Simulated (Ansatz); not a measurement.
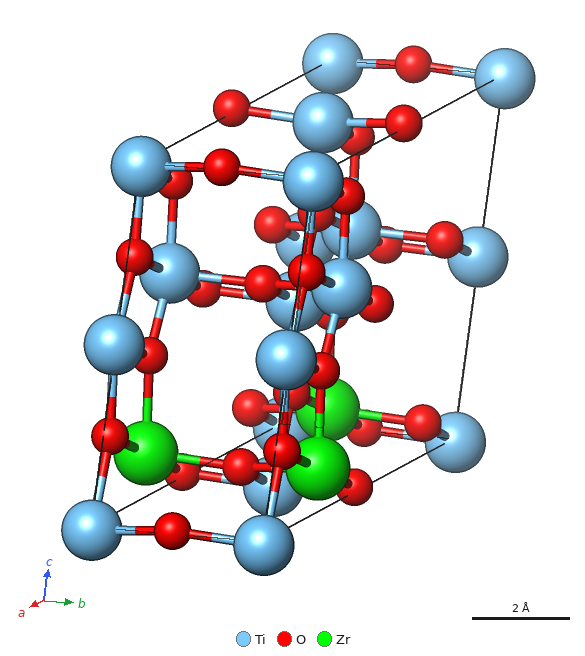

This ball-and-stick model is shown slightly off an axis. Thin lines show the conventional unit cell, with boundary atoms drawn in all their periodic places.

ZrTi$_{3}$O$_{8}$, space group Cm (No. 8), a = 10.584 Å, b = 3.846 Å, c = 7.665 Å, α = 90.00°, β = 110.88°, γ = 90.00°. The structure comes from a structure type filled with these elements by a generator (whether the compound takes this form wasn't checked). Earlier steps of the study may have refined or changed the cell and positions. It was run through Ansatz as a DFT input.

This one geometry was computed with Ansatz (DFT, plane waves, PAW) at five levels of theory: r2SCAN, HSE06, PBE, PBE0 and PBE with spin-orbit coupling. It was relaxed beforehand with r2SCAN.

Q: Which level gives the highest pressure at this volume, and what does that say about its equilibrium volume?

A: Highest: PBE (4.1 GPa) and PBE with spin-orbit coupling (4.1 GPa), which points to the largest equilibrium volume. Lowest, with the smallest volume: HSE06 (-2.4 GPa) and PBE0 (-2.5 GPa). Levels within 0.5 GPa of each other can't be told apart.

Q: How does the band gap change with the level of theory?

A: PBE: a gap of 2.32 eV, indirect; PBE with spin-orbit coupling: a gap of 2.32 eV, indirect; r2SCAN: a gap of 2.70 eV, indirect; HSE06: a gap of 3.81 eV, indirect; PBE0: a gap of 4.57 eV, indirect.

Q: Collect the results in a table.

A:
| level | cutoff (eV) | k-mesh of the run's cell | gap (eV) | pressure (GPa) |
| --- | --- | --- | --- | --- |
| r2SCAN | 500 | 8×8×4 | 2.70 | 0.0 |
| HSE06 | 420 | 4×4×2 | 3.81 | -2.4 |
| PBE | 420 | 8×8×4 | 2.32 | 4.1 |
| PBE0 | 420 | 4×4×2 | 4.57 | -2.5 |
| PBE with spin-orbit coupling | 420 | 8×8×4 | 2.32 | 4.1 |

Gaps are taken on the k-mesh or band path of each run.
